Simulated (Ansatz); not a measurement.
Process, species as SMILES: [CH2]Cl (CH2-Cl) → [CH2-]Cl (an electron is taken up)
B3LYP-D3(BJ)/def2-TZVP geometries, fixed; electronic energies without zero-point terms; positive where energy is released.

Basis-set convergence of the adiabatic electron affinity at PBE0 with Ansatz (a first-principles code). Cartesian d functions, on some or all atoms, in 6-31G*, 6-31+G*; all else is spherical. The program fits the integrals of some runs and decomposes those of others, by size. Open shells are unrestricted. No added dispersion term, no relativity. Functions are those of the species that has most. Reference: the value in aug-pcseg-3, 0.442 eV, itself unsure by roughly 0.009 eV (its mean distance from aug-cc-pV(Q+d)Z, def2-QZVPPD). Deviations are taken from unrounded values.

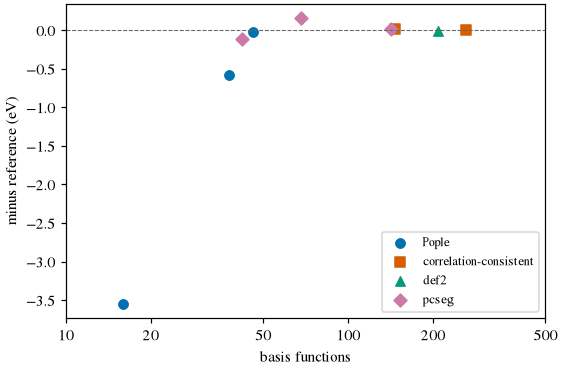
Figure: Deviation from the reference against the number of basis functions, by family of sets.

```json
[
 {"basis": "STO-3G", "functions": "16", "adiabatic electron affinity (eV)": "-3.105", "minus reference (eV)": "-3.547"},
 {"basis": "6-31G*", "functions": "38", "adiabatic electron affinity (eV)": "-0.135", "minus reference (eV)": "-0.577"},
 {"basis": "pcseg-1", "functions": "42", "adiabatic electron affinity (eV)": "0.328", "minus reference (eV)": "-0.114"},
 {"basis": "6-31+G*", "functions": "46", "adiabatic electron affinity (eV)": "0.416", "minus reference (eV)": "-0.026"},
 {"basis": "aug-pcseg-1", "functions": "68", "adiabatic electron affinity (eV)": "0.599", "minus reference (eV)": "0.157"},
 {"basis": "aug-pcseg-2", "functions": "142", "adiabatic electron affinity (eV)": "0.455", "minus reference (eV)": "0.012"},
 {"basis": "aug-cc-pV(T+d)Z", "functions": "147", "adiabatic electron affinity (eV)": "0.457", "minus reference (eV)": "0.015"},
 {"basis": "def2-QZVPPD", "functions": "208", "adiabatic electron affinity (eV)": "0.427", "minus reference (eV)": "-0.015"},
 {"basis": "aug-cc-pV(Q+d)Z", "functions": "261", "adiabatic electron affinity (eV)": "0.446", "minus reference (eV)": "0.004"}
]
```
